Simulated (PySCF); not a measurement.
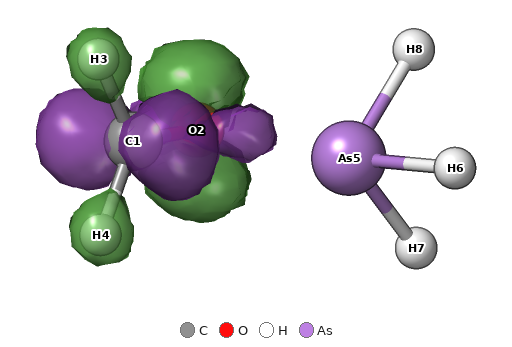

*CH5AsO, SMILES `C=O.[AsH3]`. Unrelaxed difference density of S₁ less the ground state (TDA singlet states), ±0.1 e/Å³; purple: gain, green: loss.*

PySCF calculation, B3LYP/def2-SVP, gas phase; geometry: GFN2-xTB. The pair's geometry is semi-empirical, so its contact may be too short or too long. GFN2-xTB bond lengths at metals and heavier atoms can be off by up to 0.1 Å and shapes distorted, which carries into these values. Without diffuse functions Rydberg states are missing, so the states' numbers hold for this basis only.

Coordinates in Å:

```
C1       1.9529    0.5457    0.0007
O2       2.2474   -0.6135   -0.0006
H3       1.8354    1.1298    0.9295
H4       1.8331    1.1313   -0.9323
As5     -0.8924    0.0453    0.0002
H6      -2.3824   -0.1211   -0.0043
H7      -0.7682   -0.9998   -1.0516
H8      -0.7656   -1.0014    1.0519
```

### How does the charge move on excitation?

0.75 e is displaced in all, of which about 0.4 e passes between atoms: O2 (0.31 e) and H3 and H4 (0.05 e each) lose electrons and C1 (0.30 e) and As5 (0.07 e) gain them. The state: 4.11 eV (302 nm), f = 0.001 (very weak), π → σ*; the leading pair carries 100 %; hole on O2 (66 %), C1 (15 %) and H3 and H4 (10 % each), electron on C1 (44 %), O2 (35 %) and As5 (8 %); their centroids lie 0.5 Å apart.

Cost of the run: 2.4 min on 1 thread of Intel(R) Xeon(R) Processor @ 2.50GHz (Skylake/Cascade Lake), with other jobs on the host, peak memory 0.49 GiB.
